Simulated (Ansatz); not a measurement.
## Electronic structure of C5H6F4O4Ti in real space

```yaml
atoms:
  - { symbol: C, position_ang: [-1.8338, -1.2646, 1.9113] }
  - { symbol: C, position_ang: [-0.8648, -0.6241, 0.9739] }
  - { symbol: C, position_ang: [-1.2530, 0.4846, 0.1939] }
  - { symbol: C, position_ang: [-0.3508, 1.0656, -0.6600] }
  - { symbol: C, position_ang: [-0.7740, 2.2625, -1.5173] }
  - { symbol: F, position_ang: [-2.0443, 2.6109, -1.3122] }
  - { symbol: F, position_ang: [-0.6307, 1.9732, -2.8100] }
  - { symbol: F, position_ang: [-0.0088, 3.3177, -1.2420] }
  - { symbol: O, position_ang: [0.8571, 0.7306, -0.8489] }
  - { symbol: Ti, position_ang: [2.0531, -0.6977, -0.0772] }
  - { symbol: O, position_ang: [2.0464, -2.4182, -0.5938] }
  - { symbol: O, position_ang: [3.2727, -0.0376, -1.1992] }
  - { symbol: F, position_ang: [2.7963, -0.4543, 1.5055] }
  - { symbol: O, position_ang: [0.2876, -1.1151, 0.9179] }
  - { symbol: H, position_ang: [-2.8047, -0.7730, 1.9047] }
  - { symbol: H, position_ang: [-1.9542, -2.3156, 1.6378] }
  - { symbol: H, position_ang: [-1.4163, -1.2420, 2.9206] }
  - { symbol: H, position_ang: [-2.2558, 0.8741, 0.2660] }
  - { symbol: H, position_ang: [1.5438, -3.0721, -0.1004] }
  - { symbol: H, position_ang: [3.2425, 0.7046, -1.8047] }
```

Geometry: PBE0-D4/def2-TZVP.

Computed with RKS PBE0-D4/def2-TZVPP in Ansatz 0.2.0.

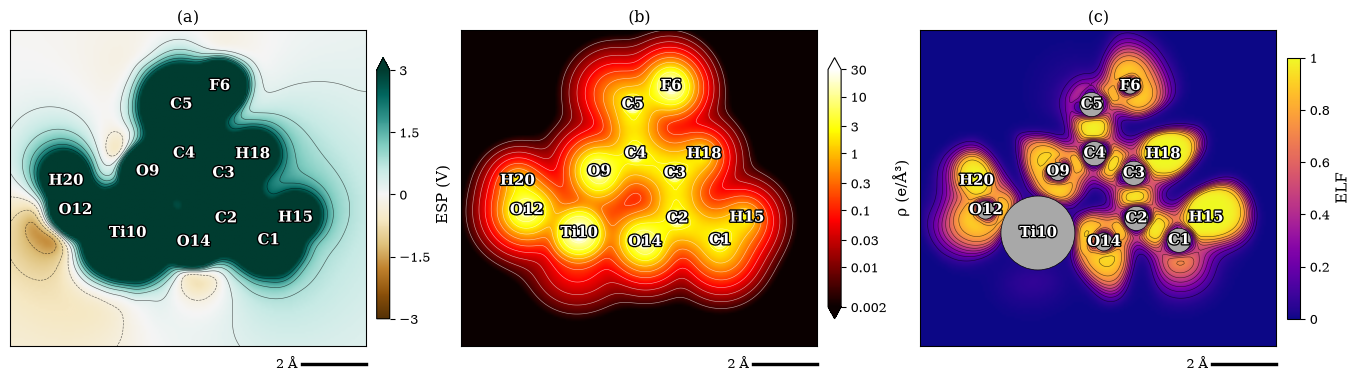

Figure 1. (a) molecular electrostatic potential; (b) total electron density; (c) electron localisation function on the plane of atoms C3, C4 and C5. Grey discs cover the atomic cores in the ELF map.

> What do the fields say about this system?

Atoms in the plane: C, F, O, Ti and H. C–O (1.25 Å): ρ at the midpoint is about 3 e/Å³; the ELF peaks at about 0.85 between the atoms: a short, strongly polar bond. C–F (1.33 Å): the density is about 2.4 e/Å³ at the midpoint; the ELF peaks at about 0.85 between the atoms; a shared but strongly polarised pair. C–C (1.37 Å): ρ at the midpoint is about 2.2 e/Å³; the ELF peaks at about 0.95 between the atoms (a covalent bond). Ti–O (1.78 Å): the density is about 1.1 e/Å³ at the midpoint; the ELF peaks at about 0.85 in the valence shell of O, 0.5 Å from its nucleus, and is about 0.25 at the midpoint. O–H (0.96 Å): ρ is about 3.8 e/Å³ halfway; the ELF climbs to about 1 towards the hydrogen, as it does in any bond to H; an ordinary covalent bond to hydrogen. The ELF also peaks beside F6, away from the bonds: lone-pair regions. Outside the dense part of the molecule the potential is most negative (−1.7 V) near O12.

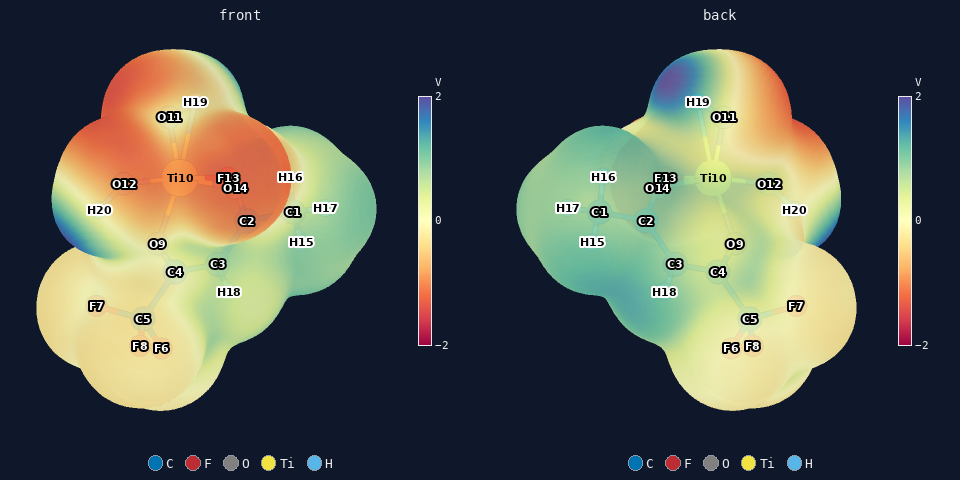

Figure 2. The molecular electrostatic potential painted on the density surface at 0.001 e/bohr³, seen from the front and from behind; the colour scale runs from red (negative) to blue (positive).

> Where is the surface potential most negative and most positive?

The most negative region (about −1.3 V) lies over O11 and O12, the most positive (about +1.9 V) over H19 and H20.

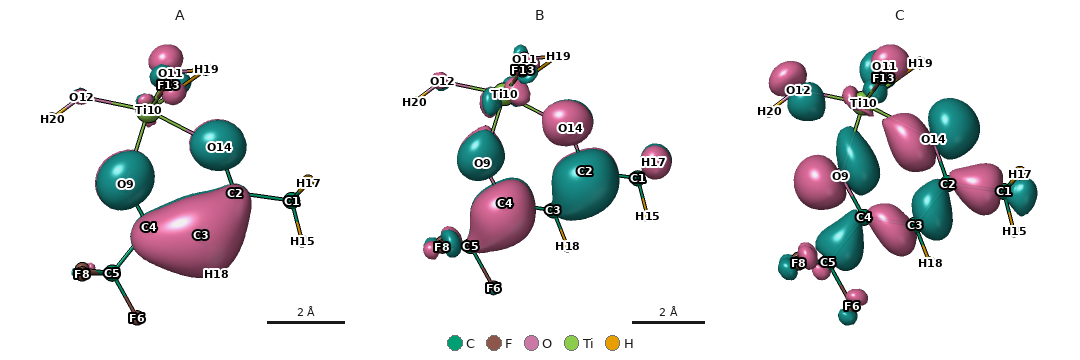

Figure 3. Three frontier orbitals at ±0.1 Å⁻³ᐟ² (teal and pink are the two phases), in no order.

> Which picture is the HOMO−1, the HOMO and the LUMO?

C is the HOMO−1 (−8.70 eV). It lies mainly on O14 (about 30 %), O9 (about 25 %), C2 (about 5 %) and C3 (about 5 %). A is the HOMO (−8.05 eV). By Hirshfeld shares it lies mainly on C3 (about 35 %), O9 (about 15 %), C4 (about 15 %), O14 (about 10 %) and C2 (about 10 %). B is the LUMO (−2.64 eV). By Hirshfeld shares it lies mainly on C4 (about 25 %), C2 (about 20 %), O14 (about 10 %), O9 (about 10 %) and C3 (about 10 %).

> What is the HOMO–LUMO gap?

5.41 eV between the orbital energies.
